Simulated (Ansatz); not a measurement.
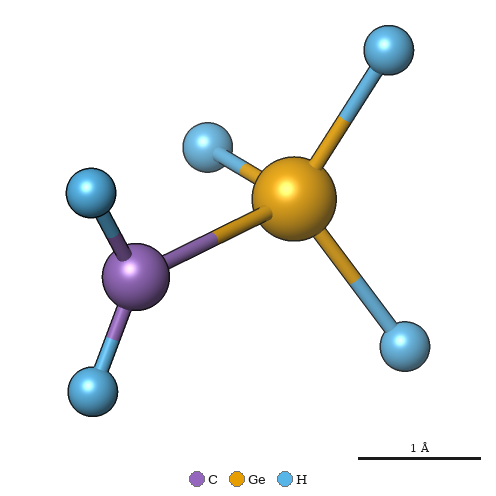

Starting geometry of the run.

Input file:

```yaml
crystal:
  periodic: [false, false, false]
  atoms:
    - {symbol: C, position_ang: [-0.263343, -1.186169, 0.093899]}
    - {symbol: Ge, position_ang: [0.205944, 0.731425, -0.104798]}
    - {symbol: H, position_ang: [-1.189224, -1.464103, -0.219826]}
    - {symbol: H, position_ang: [0.409801, -1.827140, 0.620695]}
    - {symbol: H, position_ang: [-0.456708, 1.278922, -1.432560]}
    - {symbol: H, position_ang: [-0.404430, 1.520277, 0.994008]}
    - {symbol: H, position_ang: [1.724730, 0.952312, -0.018346]}
basis:
  gaussian: {orbitals: def2-TZVPP}
magnetization: {spin_polarized: true, initial_magnetization: 1}
correlation: {method: ccsd_t}
scf: {omitted_lower_state_checks: [cluster_reference]}
output: {forces: true}
```

Result:

```
Functional definition: HF
  name "HF"
  cite "Fock, Z. Phys. 61, 126 (1930) doi:10.1007/BF01340294"
  parent pbe
  exchange = exact_x
  correlation = 0
these checks for a lower state are left out or cut short: cluster_reference
883 factors; integrals over basis functions are off by at most 9.3e-4 eV
mean field evaluation 1: about -57580.1941 eV, gradient 1.5e1 eV
mean field evaluation 2: about -57580.1973 eV, gradient 1.5e1 eV
mean field evaluation 4: about -57581.9453 eV, gradient 2.3e0 eV
mean field evaluation 8: about -57581.9917 eV, gradient 1.4e-1 eV
mean field -57581.99224492 eV, -2116.0991845246 hartree, gradient 1.7e-6 eV, S^2 0.763213; 0 other end points of the search recorded, 0 dependent functions left out
10 core orbitals not correlated: weight in the atoms' cores, before any rotation towards them, 1.000 or more for the frozen orbitals, at most 0.000 for the correlated occupied ones
reference -57581.99224492 eV, -2116.0991845246 hartree; 12, 11 occupied and 127, 128 virtual orbitals, 883 factors
second order -11.22466917 eV of doubles, -0.00000000 eV of singles
cycle   1  -11.61530420 eV  change   -3.9e-1 eV  update   8.0e-2
cycle   2  -12.01812629 eV  change   -4.0e-1 eV  update   2.5e-2
cycle   3  -12.06960919 eV  change   -5.1e-2 eV  update   1.2e-2
cycle   4  -12.06781258 eV  change    1.8e-3 eV  update   3.9e-3
cycle   5  -12.06808115 eV  change   -2.7e-4 eV  update   1.6e-3
cycle   6  -12.06792337 eV  change    1.6e-4 eV  update   6.1e-4
cycle   7  -12.06815964 eV  change   -2.4e-4 eV  update   2.3e-4
cycle   8  -12.06819663 eV  change   -3.7e-5 eV  update   7.2e-5
cycle   9  -12.06819196 eV  change    4.7e-6 eV  update   3.1e-5
cycle  10  -12.06817946 eV  change    1.3e-5 eV  update   1.1e-5
cycle  11  -12.06818243 eV  change   -3.0e-6 eV  update   4.7e-6
cycle  12  -12.06817973 eV  change    2.7e-6 eV  update   1.8e-6
perturbative correction -0.39153331 eV, -0.0143885837 hartree
the calculation of the forces begins
working
working
working
Total energy: -57594.45195796 eV, -2116.5570705333 hartree
Atom 0 at    -0.263343    -1.186169     0.093899 Å, force     2.626834     2.556663     0.483177 eV/Å
Atom 1 at     0.205944     0.731425    -0.104798 Å, force    -0.207541    -0.932398    -0.999149 eV/Å
Atom 2 at    -1.189224    -1.464103    -0.219826 Å, force    -2.434791    -1.205333    -0.730274 eV/Å
Atom 3 at     0.409801    -1.827140     0.620695 Å, force     0.031657    -0.562873     0.153047 eV/Å
Atom 4 at    -0.456708     1.278922    -1.432560 Å, force     0.514270    -0.279221     0.533256 eV/Å
Atom 5 at    -0.404430     1.520277     0.994008 Å, force    -0.408700     0.486146     0.769237 eV/Å
Atom 6 at     1.724730     0.952312    -0.018346 Å, force    -0.121729    -0.062984    -0.209295 eV/Å
Dipole moment:    -0.007092    -0.079947     0.032574 e Å
Checks for a lower state left out: cluster_reference
```
